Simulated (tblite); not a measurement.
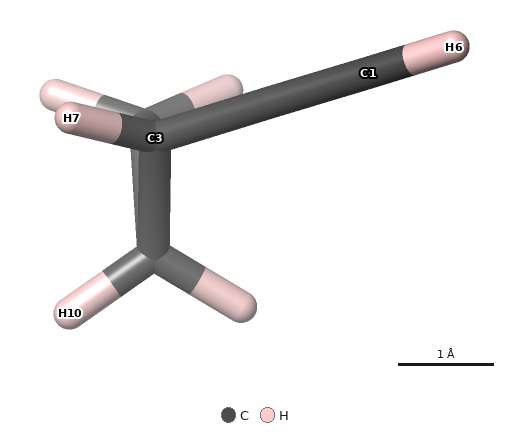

The input geometry (stick view, seen at a tilt; atoms are numbered from 1 in the order of the input). Bond lengths as drawn: C–C 1.20 to 1.51 Å and C–H 1.05 to 1.08 Å.

## Molecular dynamics, with input and output: C₅H₆ (part 1 of 2)

System: C₅H₆, SMILES C#CC1CC1.
Method: GFN2-xTB Langevin dynamics, gas phase (tblite 0.8.0).

## The input
```
{"job": {"dt": 1.5, "steps": 8000, "equilibration": 400, "friction": 0.005, "h_mass": 4.0, "temperature": 200, "xc": "GFN2-xTB", "basis": "xTB", "kind": "md"}, "charge": 0, "multiplicity": 1}
C      2.440922    -0.436367    -0.234991
C      1.321040    -0.276148     0.159243
C     -0.020149    -0.081177     0.609400
C     -0.882242     0.947917    -0.074333
C     -1.162077    -0.505791    -0.276870
H      3.424797    -0.578893    -0.568467
H     -0.143492    -0.206784     1.679408
H     -1.558152     1.526871     0.536906
H     -0.448202     1.500634    -0.893827
H     -2.032598    -0.937759     0.193519
H     -0.918150    -0.941822    -1.233842
```

The first line tells a small driver script what to run in tblite; the rest is the geometry in Å.

Run on 1 CPU thread, shared host.

Launch command:
```bash
OMP_NUM_THREADS=1 python <driver script> task.json out
```

## Output
```
t/fs     T/K   E - E0/eV
     0.0    244.0     0.0000
   525.0    226.9     0.1635
  1050.0    147.1     0.2168
  1575.0    196.2     0.1907
  2100.0    229.3     0.1886
  2625.0    199.2     0.3888
  3150.0    211.2     0.2117
  3675.0    185.3     0.1582
  4200.0    206.4     0.2127
  4725.0    176.2     0.4171
  5250.0    174.7     0.3023
  5775.0    219.7     0.2802
  6300.0    250.3     0.1747
  6825.0    117.8     0.3341
  7350.0    238.6     0.3270
  7875.0    169.5     0.2015
  8400.0    207.2     0.3470
  8925.0    231.4     0.2646
  9450.0    163.8     0.2263
  9975.0    217.8     0.4099
 10500.0    303.9     0.2620
 11025.0    296.5     0.3259
 11550.0    228.3     0.3897
 12075.0     86.1     0.2825
 12600.0    198.2     0.2687
```

## Trajectory as extended XYZ (Å, eV, eV/Å), 25 frames, from step=0 to step=8400
```
11
Properties=species:S:1:pos:R:3:forces:R:3 step=0 time_fs=0.0 energy=-371.77239 temperature=244.0
C     2.4409   -0.4364   -0.2350    0.0010   0.0000  -0.0010
C     1.3210   -0.2761    0.1592   -0.0030  -0.0010   0.0010
C    -0.0201   -0.0812    0.6094    0.0000   0.0000   0.0000
C    -0.8822    0.9479   -0.0743   -0.0010   0.0000   0.0000
C    -1.1621   -0.5058   -0.2769    0.0010  -0.0010   0.0010
H     3.4248   -0.5789   -0.5685    0.0000   0.0000  -0.0010
H    -0.1435   -0.2068    1.6794    0.0010   0.0010   0.0000
H    -1.5582    1.5269    0.5369   -0.0010   0.0010  -0.0010
H    -0.4482    1.5006   -0.8938    0.0020   0.0000   0.0020
H    -2.0326   -0.9378    0.1935    0.0000   0.0000  -0.0010
H    -0.9182   -0.9418   -1.2338    0.0010   0.0000   0.0000
11
Properties=species:S:1:pos:R:3:forces:R:3 step=350 time_fs=525.0 energy=-371.60892 temperature=226.9
C     2.4367    0.0247   -0.8664   -0.1190  -0.1090  -0.1230
C     1.4497   -0.2901   -0.2708   -1.3600  -0.5070   1.1290
C     0.2758   -0.6350    0.5358   -0.2550   0.7130  -0.5510
C    -1.1133   -0.1413    0.0911    0.2190   0.0300  -0.0240
C    -0.7775   -1.5859    0.0322   -0.2310  -1.1540  -0.3810
H     3.2431    0.2293   -1.4907    0.3220   0.1450  -0.1210
H     0.3753   -0.5859    1.6282    0.3910  -0.1080  -0.5370
H    -1.7887    0.2669    0.8446    0.2730  -0.2710  -0.2130
H    -1.2372    0.3015   -0.8880    0.2070   0.3340   0.1730
H    -1.2597   -2.3158    0.6990    0.4060   0.5190  -0.0800
H    -0.6758   -2.0241   -0.9818    0.1470   0.4090   0.7280
11
Properties=species:S:1:pos:R:3:forces:R:3 step=700 time_fs=1050.0 energy=-371.55557 temperature=147.1
C     3.0111   -0.3613   -0.7691   -0.8060  -0.1300   0.5680
C     1.9574   -0.5960   -0.2370   -0.2570   0.4480   0.3840
C     0.6851   -0.7394    0.4347   -0.0060  -0.9370  -1.2420
C    -0.6198   -0.4163   -0.2419    0.1780  -0.3930   0.5470
C    -0.2779   -1.8487   -0.0133    1.0990  -0.3320  -0.5350
H     3.9612   -0.1407   -1.1268    0.3090  -0.0610  -0.3120
H     0.6335   -0.6133    1.4827    0.6370   0.3250   0.9000
H    -1.3800    0.0191    0.3998    0.0560   0.0450  -0.4380
H    -0.5222   -0.0894   -1.2383   -0.2970   0.5440  -0.8180
H    -0.7407   -2.3308    0.8219   -0.3140  -0.4500  -0.0210
H     0.0582   -2.5246   -0.8502   -0.6010   0.9410   0.9660
11
Properties=species:S:1:pos:R:3:forces:R:3 step=1050 time_fs=1575.0 energy=-371.58173 temperature=196.2
C     2.7904   -1.8959   -1.9921   -0.5300   0.3490   0.1870
C     1.9224   -1.3982   -1.3318   -0.1330   0.4190   0.8440
C     1.0284   -0.7745   -0.3890   -0.9870   0.5870  -0.4150
C    -0.1029    0.1339   -0.9932    0.8760  -1.2180   0.2970
C    -0.4222   -1.1934   -0.3700   -0.4720  -0.8580  -1.0050
H     3.4438   -2.2330   -2.7170    0.4600  -0.3680  -0.3830
H     1.4332   -0.4800    0.6034   -0.0400  -0.1540  -0.9680
H    -0.3848    0.9907   -0.4306   -0.0140   0.5270   0.2890
H    -0.1836    0.2821   -2.0695    0.2330  -0.2830   0.3590
H    -0.9399   -1.1730    0.5767    0.0380  -0.0800   0.0550
H    -0.7719   -2.0454   -1.0269    0.5680   1.0800   0.7390
11
Properties=species:S:1:pos:R:3:forces:R:3 step=1400 time_fs=2100.0 energy=-371.58378 temperature=229.3
C     1.6532   -0.9522   -2.0728   -1.4450   1.6660   1.4810
C     0.9856   -0.2199   -1.3692    0.6530  -1.2920  -1.3750
C    -0.1205    0.3802   -0.7024    1.4800   0.0430   0.4000
C    -1.0728    1.2666   -1.4301   -0.1930  -0.5980  -0.0700
C    -1.4714   -0.1154   -0.9595   -1.2910  -0.1260  -0.7930
H     2.3416   -1.4011   -2.6787    0.8830  -0.5890  -0.5840
H     0.0890    0.6213    0.3211    0.1620   0.2490   0.4560
H    -1.4533    2.1103   -0.8933   -0.0960   0.3430  -0.1230
H    -0.9248    1.3454   -2.5006   -0.0880   0.3090   0.2260
H    -2.1159   -0.2170   -0.0995   -0.1850  -0.0370  -0.1540
H    -1.6467   -0.8222   -1.7745    0.1200   0.0340   0.5350
11
Properties=species:S:1:pos:R:3:forces:R:3 step=1750 time_fs=2625.0 energy=-371.38358 temperature=199.2
C     1.7291    0.3239   -0.7144   -1.9010   0.8000   0.0060
C     0.6361    0.8361   -0.6893    1.2280  -1.2680  -0.1250
C    -0.6996    1.2695   -0.6779   -0.7310   0.8190   1.4410
C    -1.4952    1.4069   -1.8875   -1.0550   2.2430  -2.6470
C    -1.9535    0.3780   -0.9464    1.7570  -0.5040   0.4300
H     2.6532   -0.1027   -0.7633    1.2110  -0.3750  -0.0010
H    -0.8442    2.1025    0.0362   -0.0200  -0.5360  -0.0920
H    -2.0758    2.3412   -2.0015    0.0150  -0.4100   0.4380
H    -1.0704    1.2694   -2.8973   -0.1160  -0.8630   0.7240
H    -2.7809    0.5202   -0.2472    0.2850  -0.2100  -0.6780
H    -1.6379   -0.6282   -1.2558   -0.6730   0.3030   0.5030
11
Properties=species:S:1:pos:R:3:forces:R:3 step=2100 time_fs=3150.0 energy=-371.56070 temperature=211.2
C     1.5899    0.4208    1.4568    0.1230  -0.3150   0.4150
C     0.7166    1.0951    0.9699    1.0140  -1.0430   0.2510
C    -0.2731    1.7113    0.1724   -0.0070  -0.6160   0.0410
C    -0.0624    2.0337   -1.2514    0.7770   1.5170  -1.3300
C    -0.9843    0.9262   -0.9115   -0.3760   0.8030  -0.1840
H     2.2876   -0.1965    2.0072   -0.6510   0.7890  -0.5480
H    -0.8552    2.4238    0.6908   -0.6790   0.5640   0.6100
H    -0.4356    3.0184   -1.5677    0.0320  -0.5270  -0.0050
H     0.8816    1.7950   -1.7541   -0.3460   0.0020   0.3570
H    -2.0510    1.0929   -1.0555    0.3150  -0.2920   0.1220
H    -0.5656    0.0077   -1.2372   -0.2040  -0.8810   0.2730
11
Properties=species:S:1:pos:R:3:forces:R:3 step=2450 time_fs=3675.0 energy=-371.61421 temperature=185.3
C     1.0822    0.9841    2.4214    0.0280  -0.0540  -0.3040
C     0.6556    1.2736    1.3390   -0.2050  -0.0290   0.2120
C     0.0174    1.6807    0.1391   -0.0140  -0.6330  -1.5150
C     0.8941    2.0391   -1.0755   -1.4240   0.8520   0.1870
C     0.0958    0.7651   -1.1178    0.2700   1.2090   0.6920
H     1.5329    0.6519    3.2992    0.1200  -0.0220   0.2890
H    -0.9740    2.1579    0.2847    0.8870  -0.0740  -0.1600
H     0.4867    2.8918   -1.6553    0.6010  -0.5780   0.2880
H     1.9778    2.0147   -0.9683   -0.4810  -0.0510  -0.0210
H    -0.7897    0.7109   -1.7451    0.3000  -0.0160   0.1640
H     0.7093   -0.1052   -1.0756   -0.0820  -0.6040   0.1680
11
Properties=species:S:1:pos:R:3:forces:R:3 step=2800 time_fs=4200.0 energy=-371.55965 temperature=206.4
C    -0.1008    2.9191    1.8597    0.8190   0.1050   1.0060
C    -0.6547    2.4470    0.9166   -1.0190  -0.6630  -0.8130
C    -1.4394    1.8274   -0.1378    0.2690   0.0730   1.3660
C    -0.9613    1.9932   -1.5182    0.7730   0.7160  -1.4330
C    -0.7248    0.6857   -0.8258   -1.3180  -0.4410  -1.2790
H     0.5072    3.1515    2.6992   -0.3210   0.1860  -0.4180
H    -2.5130    1.7736    0.0995    0.5350  -0.0420  -0.2660
H    -1.6867    2.0816   -2.3225   -0.0970  -0.3810   0.1820
H    -0.1085    2.6402   -1.7815   -0.3180  -0.2830   0.6150
H    -1.2686   -0.1679   -1.2740   -0.0110   0.5430   0.6770
H     0.2493    0.3794   -0.5454    0.6890   0.1880   0.3630
11
Properties=species:S:1:pos:R:3:forces:R:3 step=3150 time_fs=4725.0 energy=-371.35531 temperature=176.2
C    -0.5311    4.1075    0.3119   -0.7390  -4.4110  -1.3050
C    -0.7223    2.9472   -0.1010    1.1470   5.7360   2.4300
C    -1.0943    1.6841   -0.5007    0.2520  -1.8880  -1.7430
C    -0.4118    1.0465   -1.7543   -0.4760   0.2100   1.9170
C    -0.1729    0.4799   -0.3639   -1.7810  -0.3250  -0.6690
H    -0.3884    4.9721    0.8751    0.1610   0.3430  -0.1520
H    -2.1578    1.5250   -0.3819   -0.1430  -0.1940  -0.1540
H    -1.1172    0.5169   -2.3388   -0.2530  -0.4880  -0.6460
H     0.3431    1.5773   -2.3109    0.0370   0.0460   0.2930
H    -0.7070   -0.4923   -0.1247    1.0170   1.2610  -0.2010
H     0.7248    0.7119    0.1422    0.7780  -0.2900   0.2300
11
Properties=species:S:1:pos:R:3:forces:R:3 step=3500 time_fs=5250.0 energy=-371.47012 temperature=174.7
C     0.3353    3.6197   -0.1116    0.3410   0.3890   0.8940
C    -0.1736    2.9053   -0.9222   -0.6320   0.4840   0.3020
C    -0.9565    2.1252   -1.7988   -0.6560  -0.0400  -0.9380
C    -0.2056    1.3289   -2.8181    0.2500  -0.3190  -1.5330
C    -0.8028    0.6537   -1.6510   -0.2220  -1.5130   1.0710
H     0.7598    4.1387    0.7107    0.0380  -0.1200  -0.5170
H    -1.9238    2.4817   -2.1481    0.1680   0.3230   0.3910
H    -0.6738    1.1719   -3.8014    0.2260   0.1530   0.4940
H     0.8796    1.4676   -2.8905   -0.4960  -0.2430   0.1430
H    -1.5924   -0.1326   -1.5825    0.3280   1.1500  -0.8370
H    -0.1025    0.4152   -0.8842    0.6530  -0.2660   0.5310
11
Properties=species:S:1:pos:R:3:forces:R:3 step=3850 time_fs=5775.0 energy=-371.49215 temperature=219.7
C     0.4276    4.0026    0.4973   -0.3300  -0.9460  -1.9930
C     0.2261    3.4999   -0.5755    0.4130  -0.1010   0.6950
C     0.1066    2.9328   -1.8710    0.6130  -0.3760   0.1600
C     1.3695    2.6851   -2.6632   -0.0790   0.7240  -2.0450
C     0.5757    1.5358   -2.2215   -0.1820  -0.6900   0.9610
H     0.6714    4.2896    1.4286    0.2650   0.7920   1.8210
H    -0.8023    3.2343   -2.3378   -0.3210   0.3400  -0.7000
H     1.3894    2.9777   -3.7442   -0.4000  -0.4200   0.8410
H     2.3584    2.8151   -2.3074    0.4410   0.3250   0.9360
H     0.0120    1.0053   -2.9429   -0.6340  -0.2520  -0.6780
H     0.9151    0.8246   -1.4647    0.2140   0.6030   0.0030
11
Properties=species:S:1:pos:R:3:forces:R:3 step=4200 time_fs=6300.0 energy=-371.59772 temperature=250.3
C    -0.1936    4.2556   -0.2266    0.1050  -0.1240  -0.5870
C     0.3338    3.6789   -1.1409   -0.1110  -0.0390  -0.1350
C     0.9766    2.8913   -2.1784   -0.2530   0.3580   1.5710
C     2.3752    3.2704   -2.5708   -0.8460  -0.8340   1.3220
C     2.1461    2.0673   -1.6887    0.3400  -1.0260  -0.7490
H    -0.7325    4.8445    0.4541    0.1130  -0.0560   0.1200
H     0.2498    2.4785   -2.8610    0.2230  -0.0930  -0.2590
H     2.6388    3.0815   -3.5560    0.5830   0.0340  -1.4630
H     2.7804    4.1039   -2.0524    0.3380   0.6100  -0.0990
H     2.2829    1.0332   -2.1266   -0.1370   1.3280   0.5620
H     2.4862    2.1617   -0.6583   -0.3560  -0.1580  -0.2850
11
Properties=species:S:1:pos:R:3:forces:R:3 step=4550 time_fs=6825.0 energy=-371.43828 temperature=117.8
C    -0.9921    4.5170   -0.8635    1.0690  -1.6340  -0.9430
C    -0.2903    3.7076   -1.4444   -1.1340   1.5780   0.5910
C     0.5442    2.8722   -2.2627   -0.6490   0.3770   0.3430
C     1.6481    3.4646   -3.1096    1.3740  -1.3970   0.9240
C     1.9383    2.6220   -1.8069    0.3780   0.2290  -1.6710
H    -1.7001    5.0390   -0.2943    0.1000   0.1510   0.0490
H    -0.0435    2.0153   -2.6368    0.4710   0.4350  -0.0770
H     1.9357    2.8602   -3.9951   -0.4520   0.8240   0.4320
H     2.0041    4.5186   -3.1338   -0.8700  -1.0100   0.1590
H     2.3279    1.6242   -1.9764   -0.0080   0.0670  -0.0120
H     2.3952    3.0789   -0.9532   -0.2780   0.3790   0.2030
```
